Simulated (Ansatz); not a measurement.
**(H2Ga-mu-F)2 (Ga2H4F2): the relaxed shape and its frontier levels**

Aim: characterise (H2Ga-mu-F)2 (Ga2H4F2) as a singlet: its structure, frontier levels and distribution of charge.

Computed with Ansatz 0.2.0, Gaussian basis. Level: RKS PBE0-D4/def2-TZVP.

Plan: relaxation at PBE0-D4/def2-SVP; a search for the lowest solution at PBE0-D4/def2-SVP; a single point at PBE0-D4/def2-TZVP; harmonic vibrations at PBE0-D4/def2-SVP.

**1. The starting structure**

8 atoms, charge 0, spin multiplicity 1.

Atoms are counted from 1 here; the program's logs count them from 0.

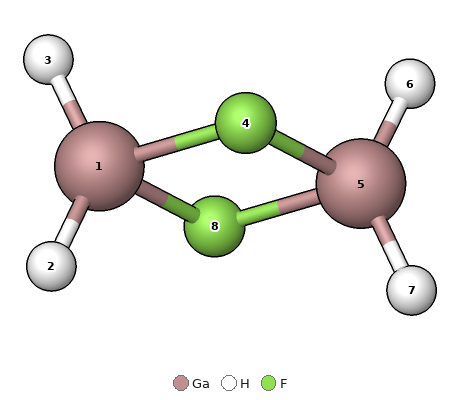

Start geometry, drawn with gallium pink, hydrogen white, fluorine green; atoms are numbered from 1 in the order of the file.

Geometry (Å):

```xyz
8

Ga    0.8690   -1.1321    0.6439
H     1.9061   -1.7002   -0.3258
H     0.4920   -1.4201    2.0983
F     0.8193    0.8471    0.3838
Ga   -0.8671    1.1313   -0.6427
H    -1.9094    1.7078    0.3185
H    -0.4869    1.4155   -2.0983
F    -0.8231   -0.8492   -0.3777
```

The start is a GFN2-xTB geometry.

**2. Optimising with PBE0-D4/def2-SVP**

in.yaml

```yaml
crystal:
  periodic: [false, false, false]
  atoms:
    - {symbol: Ga, position_ang: [0.869010, -1.132140, 0.643930]}
    - {symbol: H, position_ang: [1.906130, -1.700200, -0.325770]}
    - {symbol: H, position_ang: [0.491960, -1.420130, 2.098330]}
    - {symbol: F, position_ang: [0.819330, 0.847070, 0.383800]}
    - {symbol: Ga, position_ang: [-0.867110, 1.131290, -0.642730]}
    - {symbol: H, position_ang: [-1.909350, 1.707810, 0.318450]}
    - {symbol: H, position_ang: [-0.486880, 1.415520, -2.098310]}
    - {symbol: F, position_ang: [-0.823100, -0.849210, -0.377710]}
basis:
  gaussian: {orbitals: def2-SVP}
hamiltonian: {xc: pbe0, dispersion: d4}
scf: {lower_state_search: "off"}
output: {orbitals: {seedname: orbitals}}
relax: {f_tol: 0.02, max_steps: 100}
```

On the command line:

```console
> ansatz run in.yaml --threads 4 --pin off --events-out ev --progress --plain --max-ram 3916MiB
```

Output, shortened:

```text
Functional definition: PBE0
  name "PBE0"
  cite "Adamo & Barone, J. Chem. Phys. 110, 6158 (1999) doi:10.1063/1.478522"
  cite "Perdew, Burke & Ernzerhof, Phys. Rev. Lett. 77, 3865 (1996) doi:10.1103/PhysRevLett.77.3865"
  parent pbe
[...]
1174 factors; integrals over basis functions are off by at most 2.2e-4 eV
[...]
mean field -110221.18176864 eV, -4050.5537193973 hartree, gradient 2.4e-6 eV, S^2 0.000000; 0 other end points of the search recorded, 0 dependent functions left out
[...]
reference -110221.18180455 eV, -4050.5537207167 hartree; 42, 42 occupied and 70, 70 virtual orbitals, 1174 factors
relax step   1: F+E_penalty+E_count = -110221.32277262 eV  Δ(F+E_penalty+E_count) = +0.000e0 eV  max|allowed force component| = 9.578e-1 eV/Å  Δτ_max = 0.0000 Å  (14 SCF iters, accepted)
[...]
relax step   3: F+E_penalty+E_count = -110221.41793468 eV  Δ(F+E_penalty+E_count) = -1.598e-2 eV  max|allowed force component| = 5.427e-2 eV/Å  Δτ_max = 0.0308 Å  (17 SCF iters, accepted)
[...]
relax step   4: F+E_penalty+E_count = -110221.41871289 eV  Δ(F+E_penalty+E_count) = -7.782e-4 eV  max|allowed force component| = 6.006e-3 eV/Å  Δτ_max = 0.0090 Å  (18 SCF iters, accepted)
Total energy: -110221.41874832 eV, -4050.5624282397 hartree
Atom 0 at     0.833628    -1.085726     0.617466 Å, force    -0.003654     0.006006    -0.002677 eV/Å
Atom 1 at     1.885135    -1.659391    -0.372887 Å, force     0.004119    -0.004273     0.000405 eV/Å
Atom 2 at     0.443086    -1.371172     2.094429 Å, force     0.001523    -0.003490     0.004252 eV/Å
Atom 3 at     0.816885     0.844382     0.381581 Å, force     0.000598    -0.000571    -0.000204 eV/Å
Atom 4 at    -0.833629     1.085732    -0.617483 Å, force     0.003658    -0.005872     0.003166 eV/Å
Atom 5 at    -1.887051     1.663215     0.368529 Å, force    -0.004127     0.004050     0.000129 eV/Å
Atom 6 at    -0.438787     1.366839    -2.094165 Å, force    -0.001883     0.003910    -0.004320 eV/Å
Atom 7 at    -0.819276    -0.843869    -0.377481 Å, force    -0.000234     0.000241    -0.000752 eV/Å
Dipole moment:     0.000155    -0.000037    -0.000296 e Å
Checks for a lower state left out: stability, starts, cluster_reference, orbital_swaps, neighbouring_geometries, increment
```

Run time: 5.5 s. Hardware: 4 threads of Arm Neoverse V2, shared host.

Step by step:

```csv
step,energy from step 1 (eV),largest force component (eV/Å)
1,0.0000,0.9578
2,-0.0792,0.3224
3,-0.0952,0.0543
4,-0.0959,0.0060
```

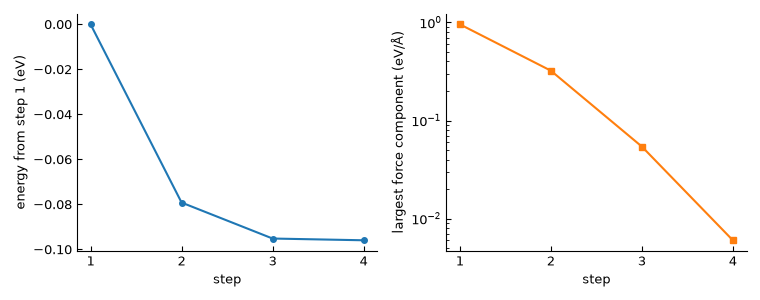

Energy and force, step by step.

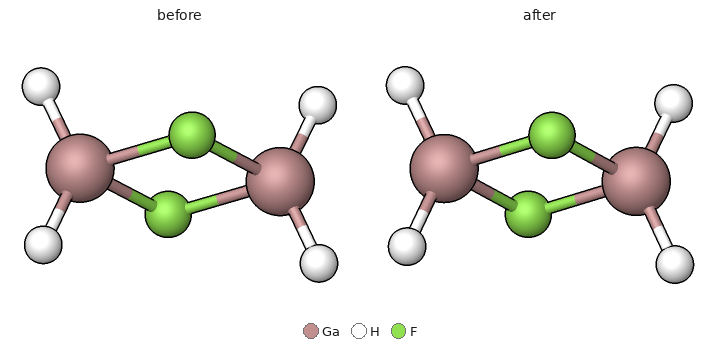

The geometry before (left) and after (right).

Distances of close pairs at the start and the end, largest changes first:

```csv
bond,before (Å),after (Å),change (Å)
Ga5–F8,1.999,1.945,-0.054
Ga1–F8,1.997,1.944,-0.052
Ga1–F4,1.997,1.945,-0.052
F4–Ga5,1.995,1.944,-0.050
Ga1–H2,1.529,1.554,+0.025
Ga1–H3,1.530,1.554,+0.024
Ga5–H6,1.531,1.554,+0.024
Ga5–H7,1.531,1.554,+0.023
```

Bonds by kind at the end (by distance):

```csv
bond,count,shortest (Å),longest (Å)
F–Ga,4,1.944,1.945
Ga–H,4,1.554,1.554
```

**3. Searching for the lowest solution, PBE0-D4/def2-SVP**

start.molden holds the orbitals of an earlier run on this state, given as this run's starting guess.

in.yaml

```yaml
crystal:
  periodic: [false, false, false]
  atoms:
    - {symbol: Ga, position_ang: [0.833628, -1.085726, 0.617466]}
    - {symbol: H, position_ang: [1.885135, -1.659391, -0.372887]}
    - {symbol: H, position_ang: [0.443086, -1.371172, 2.094429]}
    - {symbol: F, position_ang: [0.816885, 0.844382, 0.381581]}
    - {symbol: Ga, position_ang: [-0.833629, 1.085732, -0.617483]}
    - {symbol: H, position_ang: [-1.887051, 1.663215, 0.368529]}
    - {symbol: H, position_ang: [-0.438787, 1.366839, -2.094165]}
    - {symbol: F, position_ang: [-0.819276, -0.843869, -0.377481]}
basis:
  gaussian: {orbitals: def2-SVP, initial_orbitals: start.molden}
hamiltonian: {xc: pbe0, dispersion: d4}
output: {orbitals: {seedname: orbitals}}
```

Launched as before.

Output:

```text
Functional definition: PBE0
  name "PBE0"
  cite "Adamo & Barone, J. Chem. Phys. 110, 6158 (1999) doi:10.1063/1.478522"
  cite "Perdew, Burke & Ernzerhof, Phys. Rev. Lett. 77, 3865 (1996) doi:10.1103/PhysRevLett.77.3865"
  parent pbe
  parameter a = 0.25
  parameter kappa = 0.804
  parameter beta = 0.06672455060314922
  exchange = (1 - a)*pbe_x(kappa = kappa, mu = beta*pi^2/3) + a*exact_x
  correlation = pbe_c(beta = beta)
1106 factors; integrals over basis functions are off by at most 7.3e-4 eV
mean field evaluation 1: about -110221.2288 eV, gradient 3.2e-1 eV
mean field evaluation 2: about -110221.2756 eV, gradient 5.0e-4 eV
mean field evaluation 4: about -110221.2756 eV, gradient 1.7e-5 eV
mean field evaluation 8: about -110221.2254 eV, gradient 2.1e0 eV
mean field evaluation 16: about -110221.2756 eV, gradient 8.3e-4 eV
mean field -110221.27556810 eV, -4050.5571664637 hartree, gradient 1.7e-5 eV, S^2 0.000000; 1 other end points of the search recorded, 0 dependent functions left out
reference -110221.27560353 eV, -4050.5571677657 hartree; 42, 42 occupied and 70, 70 virtual orbitals, 1106 factors
Total energy: -110221.41860944 eV, -4050.5624231362 hartree
```

It took 1.4 s on 4 threads of Arm Neoverse V2, shared host.

Report: HOMO -8.72 eV, LUMO -0.60 eV.

**4. Single point, PBE0-D4/def2-TZVP**

in.yaml, as its differences from that of step 3:

```diff
@@ -12,4 +12,5 @@
 basis:
-  gaussian: {orbitals: def2-SVP, initial_orbitals: start.molden}
+  gaussian: {orbitals: def2-TZVP, initial_orbitals: start.molden}
 hamiltonian: {xc: pbe0, dispersion: d4}
+scf: {omitted_lower_state_checks: [starts]}
 output: {orbitals: {seedname: orbitals}}
```

The command is unchanged.

Output:

```text
Functional definition: PBE0
  name "PBE0"
  cite "Adamo & Barone, J. Chem. Phys. 110, 6158 (1999) doi:10.1063/1.478522"
  cite "Perdew, Burke & Ernzerhof, Phys. Rev. Lett. 77, 3865 (1996) doi:10.1103/PhysRevLett.77.3865"
  parent pbe
  parameter a = 0.25
  parameter kappa = 0.804
  parameter beta = 0.06672455060314922
  exchange = (1 - a)*pbe_x(kappa = kappa, mu = beta*pi^2/3) + a*exact_x
  correlation = pbe_c(beta = beta)
these checks for a lower state are left out or cut short: starts
1314 factors; their error is unknown
mean field evaluation 1: about -110237.6041 eV, gradient 2.1e2 eV
mean field evaluation 2: about -110240.8861 eV, gradient 4.1e0 eV
mean field evaluation 4: about -110241.3302 eV, gradient 2.1e-1 eV
mean field -110241.33023856 eV, -4051.2941620098 hartree, gradient 7.7e-5 eV, S^2 0.000000; 0 other end points of the search recorded, 0 dependent functions left out
reference -110241.33027191 eV, -4051.2941632353 hartree; 42, 42 occupied and 140, 140 virtual orbitals, 1314 factors
Total energy: -110241.47327783 eV, -4051.2994186058 hartree
Checks for a lower state left out: starts
```

Run time: 2.4 s. Hardware: 4 threads of Arm Neoverse V2, shared host; peak memory 0.55 GiB.

Report: HOMO -8.76 eV, LUMO -0.79 eV.

Mulliken charges, from this run's orbitals:

```csv
atom,value (e)
Ga1,0.52
H2,-0.07
H3,-0.07
F4,-0.38
Ga5,0.52
H6,-0.07
H7,-0.07
F8,-0.38
```

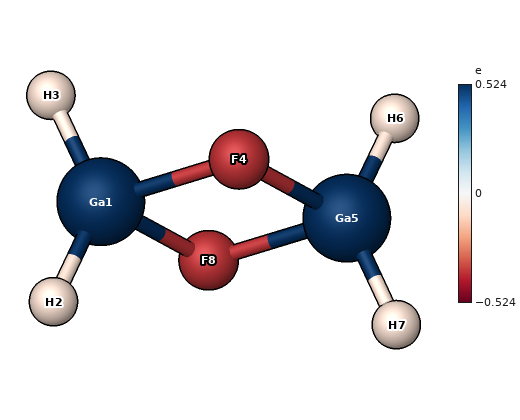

Mulliken charges, from this run's orbitals, as colours on the atoms.

Largest Mayer bond orders: Ga1–H2 0.94; Ga1–H3 0.94; Ga5–H6 0.94; Ga5–H7 0.94; Ga1–F8 0.50; F4–Ga5 0.50; Ga1–F4 0.49; Ga5–F8 0.49.

Orbitals, density, ELF and potential are computed afterwards from the orbital file.

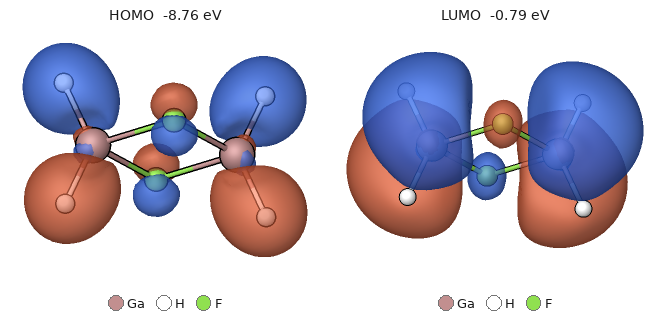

Frontier orbitals at PBE0-D4/def2-TZVP; each surface holds 70 % of the orbital's density, blue and red mark the sign.

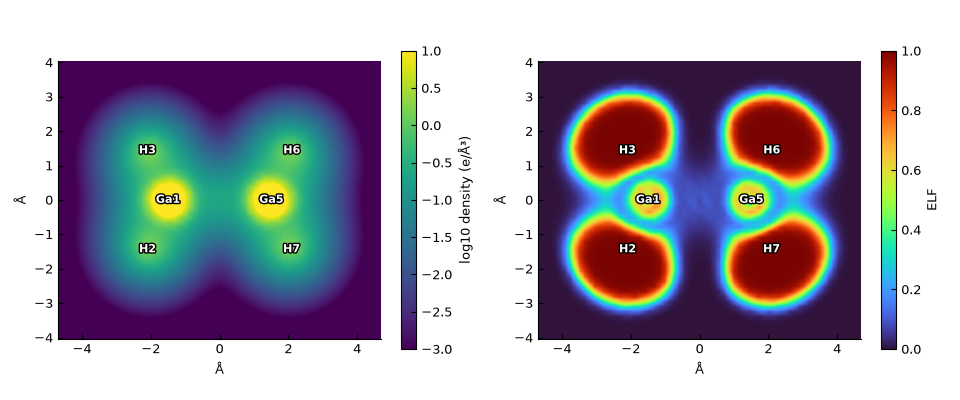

Density (left) and ELF (right) in a plane through or near 6 of the atoms.

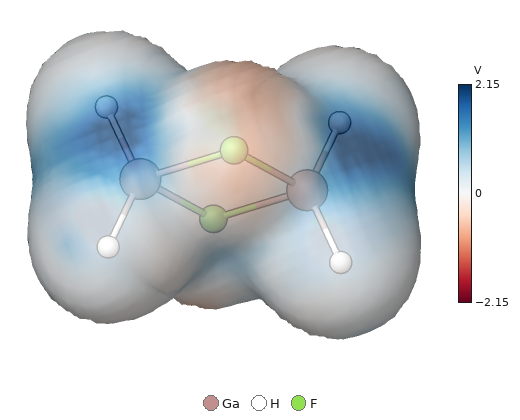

Electrostatic potential on the surface of density 0.002 e/bohr³; red is low, blue high. It runs from -0.67 V near F4 to 2.15 V near Ga1.

**5. Vibrations by finite differences**

in.yaml, as its differences from that of step 4:

```diff
@@ -12,5 +12,5 @@
 basis:
-  gaussian: {orbitals: def2-TZVP, initial_orbitals: start.molden}
+  gaussian: {orbitals: def2-SVP}
 hamiltonian: {xc: pbe0, dispersion: d4}
 scf: {omitted_lower_state_checks: [starts]}
-output: {orbitals: {seedname: orbitals}}
+phonons: {temperatures: {t_min: 298.15, t_max: 900, t_step: 200}}
```

Launched as before.

Output, shortened:

```text
Functional definition: PBE0
  name "PBE0"
  cite "Adamo & Barone, J. Chem. Phys. 110, 6158 (1999) doi:10.1063/1.478522"
  cite "Perdew, Burke & Ernzerhof, Phys. Rev. Lett. 77, 3865 (1996) doi:10.1103/PhysRevLett.77.3865"
  parent pbe
[...]
1173 factors; integrals over basis functions are off by at most 2.2e-4 eV
[...]
mean field -110221.27570344 eV, -4050.5571714374 hartree, gradient 7.3e-5 eV, S^2 0.000000; 0 other end points of the search recorded, 0 dependent functions left out
[...]
reference -110221.27573887 eV, -4050.5571727394 hartree; 42, 42 occupied and 70, 70 virtual orbitals, 1173 factors
[...]
1173 factors; integrals over basis functions are off by at most 2.2e-4 eV
[...]
mean field -110221.27565036 eV, -4050.5571694867 hartree, gradient 1.5e-6 eV, S^2 0.000000; 0 other end points of the search recorded, 0 dependent functions left out
[...]
Atom 0 at     0.833628    -1.085726     0.617466 Å, force    -0.003664     0.006008    -0.002678 eV/Å
Atom 1 at     1.885135    -1.659391    -0.372887 Å, force     0.004120    -0.004273     0.000403 eV/Å
Atom 2 at     0.443086    -1.371172     2.094429 Å, force     0.001522    -0.003488     0.004248 eV/Å
Atom 3 at     0.816885     0.844382     0.381581 Å, force     0.000608    -0.000554    -0.000201 eV/Å
Atom 4 at    -0.833629     1.085732    -0.617483 Å, force     0.003660    -0.005888     0.003174 eV/Å
Atom 5 at    -1.887051     1.663215     0.368529 Å, force    -0.004124     0.004047     0.000127 eV/Å
Atom 6 at    -0.438787     1.366839    -2.094165 Å, force    -0.001882     0.003909    -0.004318 eV/Å
Atom 7 at    -0.819276    -0.843869    -0.377481 Å, force    -0.000242     0.000239    -0.000756 eV/Å
Dipole moment:     0.000155    -0.000036    -0.000296 e Å
Vibrations: 84.33 222.80 336.04 400.87 414.69 433.89 465.69 478.40 490.53 541.20 679.62 698.65 720.03 738.76 2036.30 2041.60 2050.62 2054.21 cm⁻¹, zero-point energy 0.922952 eV
Checks for a lower state left out: starts
```

Run time: 55 s. Hardware: 4 threads of Arm Neoverse V2, shared host.

Motions are named by where the mode's potential energy lies. The modes, unscaled (a negative number is an imaginary wavenumber):

```csv
mode,cm⁻¹,motion
1,84,torsion
2,223,bend
3,336,Ga–F stretch
4,401,torsion with bend
5,415,Ga–F stretch with bend
6,434,torsion with bend
7,466,Ga–F stretch with bend
8,478,bend with torsion
9,491,Ga–F stretch
10,541,bend
11,680,wag or twist with bend
12,699,wag or twist with bend
13,720,bend
14,739,bend
15,2036,Ga–H stretch
16,2042,Ga–H stretch
17,2051,Ga–H stretch
18,2054,Ga–H stretch
```

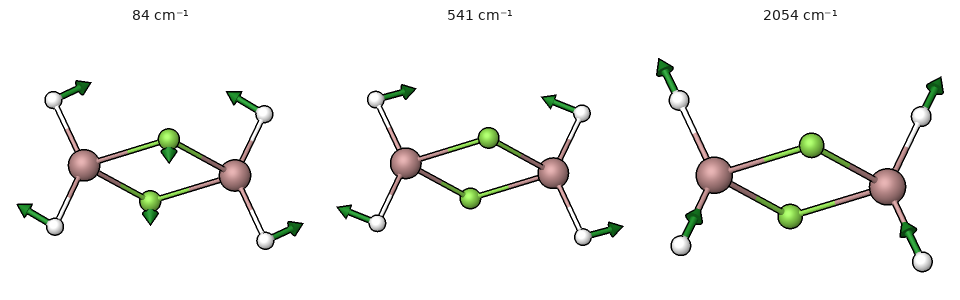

Displacements of 3 modes, as arrows.

**6. Outcome**

| quantity | value |
| --- | --- |
| point group | D2h |
| commonest bond, hydrogen aside | F–Ga, 4 of mean length 1.944 Å |
| HOMO, LUMO at PBE0-D4/def2-TZVP | -8.76, -0.79 eV |
| dipole at PBE0-D4/def2-SVP | 0.00 D |
| lowest, highest wavenumber | 84, 2054 cm⁻¹ |

What this shows: The molecule keeps its bonding pattern by the stored test; the atoms moved 0.06 Å (rms). All wavenumbers are real: a minimum at this level. The HOMO lies nearest to 4 H atoms about 20 % each and the LUMO to Ga1, Ga5 about 18 % each; F4, F8 about 12 % each.
